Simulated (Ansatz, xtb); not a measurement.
Ligand exchange: CH4 + C3H9NSi → SiH4 + C4H9N

Species: CH4 (methane) `C`, singlet; C3H9NSi `C=CN(C)[SiH3]`, singlet; SiH4 (silane) `[SiH4]`, singlet; C4H9N `C=CN(C)C`, singlet. The partners trade CH3 for SiH3: H–CH3 and N–SiH3 bonds give way to H–SiH3 and N–CH3.

Shapes, held fixed at every level: PBE0-D4/def2-TZVP. Flexible molecules stand in one conformer, not always the lowest. Programs: Ansatz 0.2.0, xtb 6.7.1. The zero-point and thermal change to 298 K, harmonic and unscaled (PBE0-D4/def2-TZVP), is -3.9 kJ/mol.

```json
{"level": "GFN0-xTB", "kind": "semi-empirical", "ΔH(298 K) (kJ/mol)": "-6.5", "less CCSD(T)/CBS estimate": "-120.6"}
{"level": "HF/def2-SVP", "kind": "Hartree–Fock", "ΔH(298 K) (kJ/mol)": "+97.6", "less CCSD(T)/CBS estimate": "-16.5"}
{"level": "SPW92/def2-TZVPP", "kind": "LDA", "ΔH(298 K) (kJ/mol)": "+98.0", "less CCSD(T)/CBS estimate": "-16.1"}
{"level": "r2SCAN-D4/def2-TZVPP", "kind": "meta-GGA", "ΔH(298 K) (kJ/mol)": "+111.5", "less CCSD(T)/CBS estimate": "-2.6"}
{"level": "B3LYP-D4/def2-TZVPP", "kind": "global hybrid", "ΔH(298 K) (kJ/mol)": "+111.3", "less CCSD(T)/CBS estimate": "-2.8"}
{"level": "MP2/def2-SVP", "kind": "perturbation theory", "ΔH(298 K) (kJ/mol)": "+100.1", "less CCSD(T)/CBS estimate": "-14.0"}
{"level": "MP2/def2-TZVPP", "kind": "perturbation theory", "ΔH(298 K) (kJ/mol)": "+116.9", "less CCSD(T)/CBS estimate": "+2.8"}
{"level": "CCSD/def2-TZVPP", "kind": "coupled cluster or CI", "ΔH(298 K) (kJ/mol)": "+111.1", "less CCSD(T)/CBS estimate": "-3.0"}
{"level": "CCSD(T)/CBS estimate", "kind": "coupled cluster or CI", "ΔH(298 K) (kJ/mol)": "+114.1", "less CCSD(T)/CBS estimate": "0.0"}
```

The highest level, CCSD(T)/CBS estimate, gives ΔH(298 K) = +114.1 kJ/mol; the levels span -6.5 to +116.9. They disagree on the sign: 8 of 9 are positive. GFN0-xTB strays far from the other rows. The column of differences is taken from that level and isn't an error. No measured value is set beside it here. The CBS estimate extrapolates MP2 from def2-TZVPP and def2-QZVPP and adds CCSD(T) − MP2 in the triple-zeta set, cores frozen.

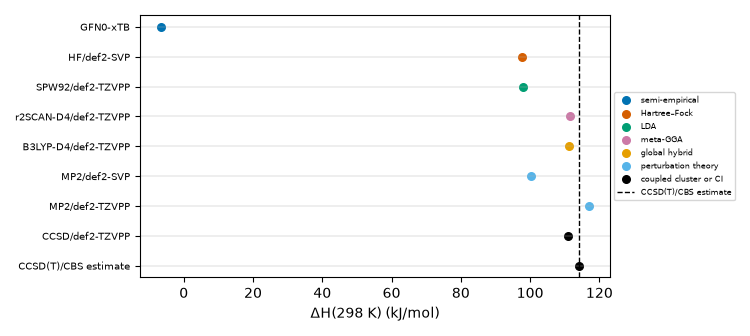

The values of the table, level by level.
